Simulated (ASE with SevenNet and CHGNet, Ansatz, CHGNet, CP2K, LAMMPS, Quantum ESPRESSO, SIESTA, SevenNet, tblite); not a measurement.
# Zn2+ BF4- in dimethoxyethane and tetrahydrofuran at 400 K (85 atoms) in machine-learned potentials

How do the settings of machine-learned potentials change the result for Zn2+ BF4- in dimethoxyethane and tetrahydrofuran at 400 K (85 atoms)? A plane-wave run serves as the yardstick.

Method: the method is named at each step, in ASE with SevenNet and CHGNet.

## 1. Starting point

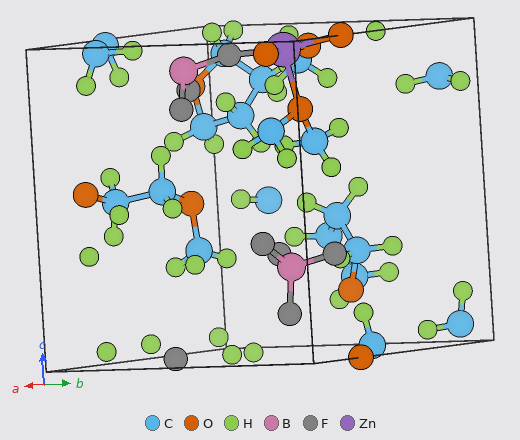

The starting structure, seen slightly off an axis (carbon blue, oxygen orange, hydrogen green, boron pink, fluorine grey, zinc purple). Bonds to atoms that aren't drawn are left out. Some periodic images of atoms are drawn too.

The cell holds 85 atoms: 20 C, 8 O, 46 H, 2 B, 8 F and 1 Zn. Cell: a = 9.806 Å, b = 9.806 Å, c = 9.806 Å, α = 90.0°, β = 90.0°, γ = 90.0°. 3 dimethoxyethane, 2 tetrahydrofuran, 1 Zn2+, 2 BF4- placed at random, at 1.15 g/cm³; overlaps pushed apart, then 10 ps at 550 K with stiff harmonic cages for PF6 and BF4 with UFF radii; divalent ions of Li, Roberts, Chakravorty and Merz (J. Chem. Theory Comput. 9, 2733 (2013)); MMFF94 bonds, angles, torsions, charges and radii (Halgren, J. Comput. Chem. 17, 490 (1996)) in harmonic and 12-6 forms; charges of ions scaled by 0.8. Snapshot after 30 ps at 400 K and fixed volume.

The yardstick, on the same geometry:

- method: Kohn-Sham DFT, PBE, PAW, plane waves (Ansatz 0.2.0); cutoff 420 eV, Γ point, fermi-dirac smearing of 0.05 eV; PAW set soft_2
- r.m.s. force component: 1.049 eV/Å
- longest force: 4.128 eV/Å
- pressure: 5.547 GPa
- gap (highest filled to lowest empty level): 3.958 eV
- SCF cycles: 10
- time: 6.2 s on 4 threads of Arm Neoverse V2, shared host
- CPU time: 23 s

## 2. SevenNet 0 potential

Method: machine-learned interatomic potential SevenNet 0, trained on PBE(+U) plane-wave data.

run.py reads:

```python
import numpy as np
from ase.io import read
import mlip  # loads the published weights by name

atoms = read("structure.xyz")
atoms.calc = mlip.calc("7net-0")
energy = atoms.get_potential_energy()
forces = atoms.get_forces()
print(f"energy {energy:.6f} eV")
print("forces (eV/A)")
for i, (a, f) in enumerate(zip(atoms, forces)):
    print(f"{i:4d} {a.symbol:2s} {f[0]:10.5f} {f[1]:10.5f} {f[2]:10.5f}")
stress = -atoms.get_stress(voigt=False) * 160.21766
print("stress (GPa, compression positive)")
for row in stress:
    print(" ".join(f"{x:10.4f}" for x in row))
```

structure.xyz reads:

```xyz
85
Lattice="9.80591 0.00000 0.00000 0.00000 9.80591 0.00000 0.00000 0.00000 9.80591" Properties=species:S:1:pos:R:3 pbc="T T T"
C 4.84706 6.57271 8.97270
O 5.72391 7.56761 9.43887
C 4.91168 8.67205 0.23064
C 5.60457 0.05795 9.62185
O 7.03535 9.67216 9.80199
C 7.66793 1.09816 9.50448
H 5.31804 5.96494 8.25020
H 4.19585 7.15871 8.35464
H 4.25930 5.88443 9.69383
H 3.87716 8.81875 9.71677
H 5.00052 8.48809 1.24055
H 5.34569 0.32428 8.63489
H 5.42443 0.92656 0.50314
H 8.19421 1.02158 8.56487
H 6.90160 1.92921 9.51791
H 8.43181 1.32390 0.47853
C 0.55207 8.98427 0.55629
O 9.43338 8.51633 9.42995
C 0.12395 8.49613 8.08223
C 8.88229 8.15283 7.04633
O 7.55516 8.36934 7.62272
C 6.59624 8.17077 6.57653
H 0.13934 8.87562 1.53247
H 0.73103 0.23779 0.39204
H 1.50462 8.42347 0.46372
H 0.48265 9.49879 7.92935
H 0.98706 7.82286 7.92376
H 9.06311 8.79423 6.21803
H 8.97172 7.12782 6.53162
H 6.78569 8.85346 5.78372
H 6.64076 7.08261 6.48455
H 5.59359 8.41347 6.90562
C 0.04462 1.90735 4.46904
O 8.90926 1.24260 5.29450
C 7.61449 1.44029 4.95610
C 7.16704 2.87137 5.22282
O 5.82236 2.99571 4.75655
C 5.86952 3.19996 3.31793
H 1.09973 1.61180 4.58338
H 9.73178 2.97962 4.69605
H 9.49830 1.63161 3.44276
H 7.27236 1.06325 3.91560
H 6.99465 0.88332 5.68184
H 7.20558 2.92971 6.31510
H 7.83482 3.66182 4.73625
H 4.90609 3.54307 3.01002
H 6.79677 3.65300 2.94903
H 5.78941 2.25055 2.83528
C 2.52659 6.07162 4.06828
C 1.56238 5.06328 3.41971
C 1.28810 5.72802 2.13602
O 2.52434 6.40208 1.80605
C 2.94834 6.99985 3.02238
H 2.11239 6.62291 4.90384
H 3.26811 5.48749 4.54033
H 0.62915 4.83147 3.94982
[... 25 atom lines left out ...]
F 8.05624 6.23254 9.35876
F 7.52653 4.30950 8.29972
F 9.37141 5.25126 7.81590
Zn 7.66204 7.95455 9.44956
```

The run is started by

```bash
$ OMP_NUM_THREADS=1 python run.py > output.txt
```

Log:

```text
energy -454.647278 eV
forces (eV/A)
   0 C    -1.56023   -0.73095    0.01729
   1 O    -2.71805   -0.55624    0.82502
   2 C     0.55065   -0.33425   -0.98772
   3 C     0.84581    1.58478    2.10667
   4 O    -1.68919    3.20435    0.61672
   5 C     0.77257    1.66168    0.86221
   6 H     1.27399   -1.09243   -0.52679
   7 H    -1.66855   -0.12080   -0.45552
   8 H     1.06205    1.41441   -0.44592
   9 H    -0.28433   -0.99739   -0.33135
  10 H    -0.28921   -0.26591    2.74306
  11 H    -0.10834    0.68366   -1.61591
  12 H    -0.67653   -0.32596   -0.39931
  13 H    -0.03057    0.24083   -0.62402
  14 H     0.90845   -0.61563   -0.19993
  15 H    -0.52274   -0.05962   -0.21309
  16 C     1.34631    0.18633    0.23741
  17 O     2.52857   -0.07391   -0.78648
  18 C     0.21410   -0.65912   -0.95722
  19 C     0.76117   -1.31951    0.27888
  20 O     0.81428    1.19820   -3.54098
  21 C    -0.74381   -1.28082    1.18839
  22 H    -0.27917   -0.26272    0.91572
  23 H     0.22449    0.42829   -0.14615
[...]
77 F    -0.14880   -0.05115   -0.75830
  78 F    -0.59028   -0.27198   -0.45127
  79 B    -2.32297    1.21763   -2.30778
  80 F     0.77245   -0.57042    0.38079
  81 F     1.14398   -4.64198    0.21978
  82 F    -0.89052   -1.25795    0.75319
  83 F     2.22023   -0.08061    0.26049
  84 Zn   -1.41074    0.70361   -1.31543
stress (GPa, compression positive)
    4.4291    -0.0284    -0.0744
   -0.0284     7.0817    -0.8031
   -0.0744    -0.8031     7.1934
```

It took 6.5 s on 1 thread of Arm Neoverse V2, shared host; peak memory 1 GiB.

Banners, paths, timers and routine set-up lines are dropped from the logs unmarked, and long logs keep their key lines alone; longer cuts are marked.

Against the reference:

```
r.m.s. force component                  : 1.083 eV/Å
r.m.s. difference of force components   : 242.7 meV/Å
longest difference of force vectors     : 1195 meV/Å
force difference over r.m.s. force      : 23.12 %
slope of forces against the reference's : 1.006
correlation of force components         : 0.9746
pressure                                : 6.235 GPa
pressure difference                     : 0.6874 GPa
```

Length of the force difference by element (eV/Å):

| element | atoms | mean | most |
| --- | --- | --- | --- |
| B | 2 | 0.77 | 0.94 |
| C | 20 | 0.47 | 1.2 |
| F | 8 | 0.49 | 1.2 |
| H | 46 | 0.13 | 0.30 |
| O | 8 | 0.65 | 0.89 |
| Zn | 1 | 0.56 | 0.56 |

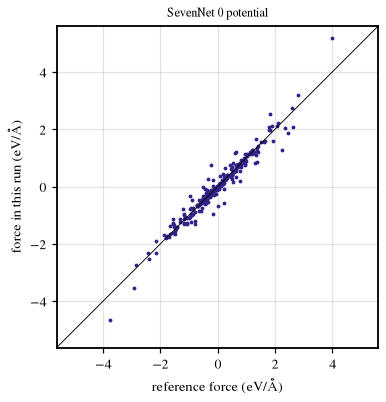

Force components against those of the reference; the line marks equality.

The surroundings of Zn85, the only Zn atom, nearest first, numbered as they follow in the input and with coordinates relative to it.

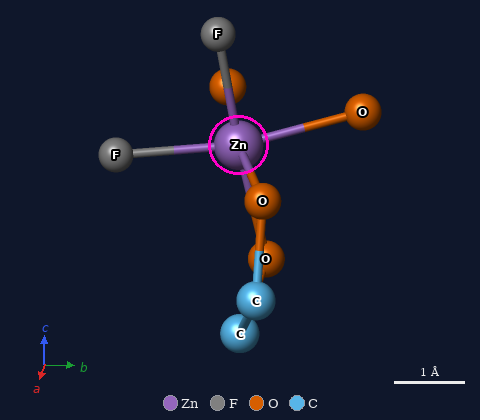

The atoms of the table, within 2.7 Å (arrows a, b, c point along x, y, z); some may hide others; the central atom is ringed.

| atom | x | y | z | distance (Å) | bonds | Fx | Fy | Fz (eV/Å) |
| --- | --- | --- | --- | --- | --- | --- | --- | --- |
| Zn85 | 0.00 | 0.00 | 0.00 | 0.00 | 6 | -1.41 | 0.70 | -1.32 |
| F82 | 0.39 | -1.72 | -0.09 | 1.77 | 2 | 1.14 | -4.64 | 0.22 |
| F76 | 0.08 | -0.31 | 1.77 | 1.80 | 2 | 0.22 | -1.06 | 5.20 |
| O18 | 1.77 | 0.56 | -0.02 | 1.86 | 3 | 2.53 | -0.07 | -0.79 |
| O5 | -0.63 | 1.72 | 0.35 | 1.86 | 3 | -1.69 | 3.20 | 0.62 |
| O21 | -0.11 | 0.41 | -1.83 | 1.88 | 3 | 0.81 | 1.20 | -3.54 |
| O2 | -1.94 | -0.39 | -0.01 | 1.98 | 3 | -2.72 | -0.56 | 0.83 |
| C20 | 1.22 | 0.20 | -2.40 | 2.70 | 4 | 0.76 | -1.32 | 0.28 |
| C19 | 2.27 | 0.54 | -1.37 | 2.70 | 4 | 0.21 | -0.66 | -0.96 |

Atoms are counted from 1 here, from 0 in the log.

Forces lie 23 % from the reference's, at 0.28 times its CPU time (on 1 against 4 cores).

## 3. CHGNet 0.3.0 potential

Method: machine-learned interatomic potential CHGNet 0.3.0, trained on PBE(+U) plane-wave data.

run.py, as its differences from that of step 2:

```diff
@@ -5,3 +5,3 @@
 atoms = read("structure.xyz")
-atoms.calc = mlip.calc("7net-0")
+atoms.calc = mlip.calc("chgnet-0.3.0")
 energy = atoms.get_potential_energy()
```

structure.xyz is that of step 2.

Log:

```text
CHGNet v0.3.0 initialized with 412,525 parameters
CHGNet will run on cpu
energy -466.503662 eV
forces (eV/A)
   0 C    -1.52957   -0.93565   -0.27755
   1 O    -2.16928    0.04870    1.16779
   2 C     0.66858   -0.63319   -1.51591
   3 C     1.00406    1.65756    2.36267
   4 O    -1.56124    2.39825    0.18522
   5 C     0.56229    1.48654    0.88628
   6 H     1.17646   -1.03702   -0.54499
   7 H    -1.55520   -0.00503   -0.39204
   8 H     1.14108    1.47434   -0.23165
   9 H    -0.36013   -0.94165   -0.33335
  10 H    -0.12759   -0.21346    2.60256
  11 H    -0.03635    0.56105   -1.56086
  12 H    -0.51025   -0.44185   -0.48091
  13 H     0.13678    0.16435   -0.66353
  14 H     0.73222   -0.66123   -0.17548
  15 H    -0.34700   -0.08463   -0.28263
  16 C     1.35581    0.19010    0.15528
  17 O     1.84242   -0.17899   -0.97325
  18 C     0.37525   -0.39820   -0.45215
  19 C     0.25557   -1.53338    0.16028
  20 O     0.91781    1.18130   -2.83100
  21 C    -0.80890   -1.12334    1.47510
  22 H    -0.34726   -0.21893    0.96440
  23 H     0.19302    0.41585   -0.17334
[...]
77 F    -0.07083   -0.03958   -0.78157
  78 F    -0.57565   -0.18243   -0.46435
  79 B    -2.14000    1.12828   -2.33285
  80 F     0.65051   -0.42692    0.32882
  81 F     1.01354   -3.84105    0.13083
  82 F    -0.98776   -1.13756    0.94511
  83 F     2.24028    0.03858    0.28028
  84 Zn   -1.34047    0.36352   -0.73876
stress (GPa, compression positive)
    3.0789     0.2419     0.1302
    0.2419     5.5775    -0.6980
    0.1302    -0.6980     5.7126
```

The job ended after 3.3 s (1 thread; peak memory 1.5 GiB).

Against the reference:

| Quantity | Value |
| --- | --- |
| r.m.s. force component | 0.996 eV/Å |
| r.m.s. difference of force components | 215.6 meV/Å |
| longest difference of force vectors | 1356 meV/Å |
| force difference over r.m.s. force | 20.55 % |
| slope of forces against the reference's | 0.9293 |
| correlation of force components | 0.9791 |
| pressure | 4.79 GPa |
| pressure difference | -0.7576 GPa |

Against the first run (23 %), the force difference from the reference is 21 %, at 0.50 times the CPU time.

## 4. SevenNet l3i5 potential

Method: machine-learned interatomic potential SevenNet l3i5, trained on PBE(+U) plane-wave data.

run.py, as its differences from that of step 3:

```diff
@@ -5,3 +5,3 @@
 atoms = read("structure.xyz")
-atoms.calc = mlip.calc("chgnet-0.3.0")
+atoms.calc = mlip.calc("7net-l3i5")
 energy = atoms.get_potential_energy()
```

structure.xyz is that of step 3.

Log:

```text
energy -454.168152 eV
forces (eV/A)
   0 C    -1.47114   -0.77447    0.21044
   1 O    -2.61318   -0.05501    0.69471
   2 C     0.58975   -0.87221   -1.06256
   3 C     1.42889    1.91632    1.79987
   4 O    -2.01641    2.30312    0.62676
   5 C     0.58610    1.50746    0.87942
   6 H     1.25961   -1.02316   -0.56157
   7 H    -1.52202    0.05203   -0.40486
   8 H     1.04650    1.40069   -0.43863
   9 H    -0.36762   -0.93100   -0.29340
  10 H    -0.20210   -0.16466    2.60498
  11 H    -0.03704    0.49358   -1.60299
  12 H    -0.64707   -0.41332   -0.35769
  13 H     0.03517    0.23537   -0.78915
  14 H     0.90677   -0.57471   -0.25192
  15 H    -0.43034   -0.06957   -0.14596
  16 C     1.48686    0.25526   -0.10214
  17 O     1.68851   -0.37516   -1.11202
  18 C     0.67612   -0.25536   -0.31922
  19 C     0.08047   -1.61414   -0.13927
  20 O     1.17629    1.24720   -2.83117
  21 C    -0.64603   -1.20792    1.24129
  22 H    -0.34178   -0.28733    0.98591
  23 H     0.18034    0.45095   -0.15564
[...]
77 F    -0.08746   -0.04446   -0.80963
  78 F    -0.56452   -0.24787   -0.51668
  79 B    -2.44880    1.52485   -2.07191
  80 F     0.70053   -0.53311    0.21833
  81 F     0.97270   -3.64815    0.05050
  82 F    -0.83648   -1.20442    0.79600
  83 F     2.17361   -0.16965    0.28898
  84 Zn   -0.90188   -0.13375   -0.14395
stress (GPa, compression positive)
    3.7524    -0.0346     0.0850
   -0.0346     6.0979    -0.8613
    0.0850    -0.8613     6.2669
```

Wall time 8.4 s (1 thread); peak memory 1.7 GiB.

Numbers from this run, and their distance from the reference:

| Property | Result |
| --- | --- |
| r.m.s. force component | 1.027 eV/Å |
| r.m.s. difference of force components | 149.3 meV/Å |
| longest difference of force vectors | 1040 meV/Å |
| force difference over r.m.s. force | 14.22 % |
| slope of forces against the reference's | 0.9686 |
| correlation of force components | 0.9899 |
| pressure | 5.372 GPa |
| pressure difference | -0.1749 GPa |

Against the first run (23 %), the force difference from the reference is 14 %, at 1.3 times the CPU time.

## 5. All runs compared

Differences are against the plane-wave reference, forces as r.m.s. over components; share is that over the reference's r.m.s. force, slope the least-squares factor from reference forces to these. Total energies of different programs have different zeros and aren't compared.

| run | Δ force, r.m.s. (meV/Å) | share (%) | slope | Δ pressure (GPa) | cores | CPU time | memory (GiB) |
| --- | --- | --- | --- | --- | --- | --- | --- |
| reference | - | - | - | - | 4 | 23 s | 1.0 |
| SevenNet 0 potential | 243 | 23.1 | 1.006 | 0.687 | 1 | 6.5 s | 1.0 |
| CHGNet 0.3.0 potential | 216 | 20.5 | 0.929 | -0.758 | 1 | 3.3 s | 1.5 |
| SevenNet l3i5 potential | 149 | 14.2 | 0.969 | -0.175 | 1 | 8.4 s | 1.7 |

Times of the machine-learned potentials are mostly Python's start and the loading of weights.

CPU time is summed over cores on a shared host, where runs went side by side, so it is rough. Symmetry, cutoffs, thresholds, outputs and thread counts weren't matched or tuned between programs; memory under MPI is the largest rank's times the ranks.

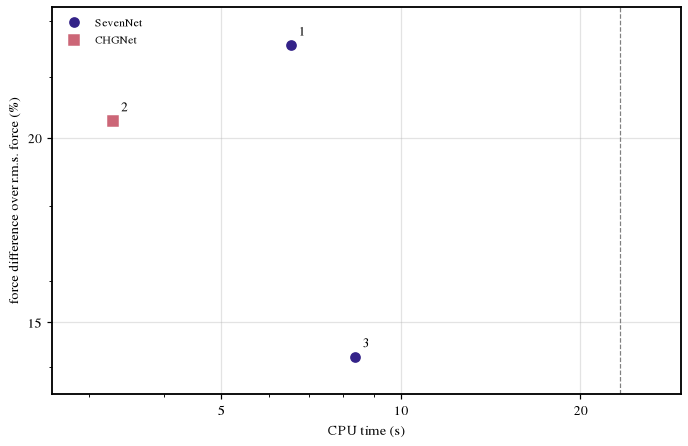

Force difference against CPU time; the dashed line marks the reference's time. Points: 1 SevenNet 0 potential; 2 CHGNet 0.3.0 potential; 3 SevenNet l3i5 potential.

## 6. What came out

* nearest in forces: SevenNet l3i5 potential, 14 %
* its CPU time: 8.4 s

**Reading.** Machine-learned potentials differ by 14 % (SevenNet l3i5 potential) to 23 % (SevenNet 0 potential); they were trained on other programs' data. Machine-learned potentials mimic data converged in k, so the reference's own k-point error enters their differences. The network of contacts between molecules at the start is that of the classical potential that made the cell, and needn't be the one that DFT or experiment would give. The reference's PBE has no dispersion term, which matters for the binding between molecules or layers. The density was typed from a rule of thumb and may lie off the real one at this temperature. The electronic-structure runs sample only Γ, in a cell whose shortest periodic width is 10 Å.

[Also dropped from logs without a mark: logging warnings of Python, and SIESTA's first energy breakdown and zero terms.]

[Logs are printed without paths, hosts, clocks, repeated set-up lines and the standing remarks that a program may print on its own settings, such as how far it seeks lower states.]

[Hosts, paths, dates, database ids (printed as entryN), source tags and the programs' standing remarks are cut or masked in the printed files.]

[The MMFF94 radii named for the starting cell were scaled by 0.96; in molecules described by MMFF94, hydrogen bound to N, O or S took a small fixed 12-6 site in their place.]
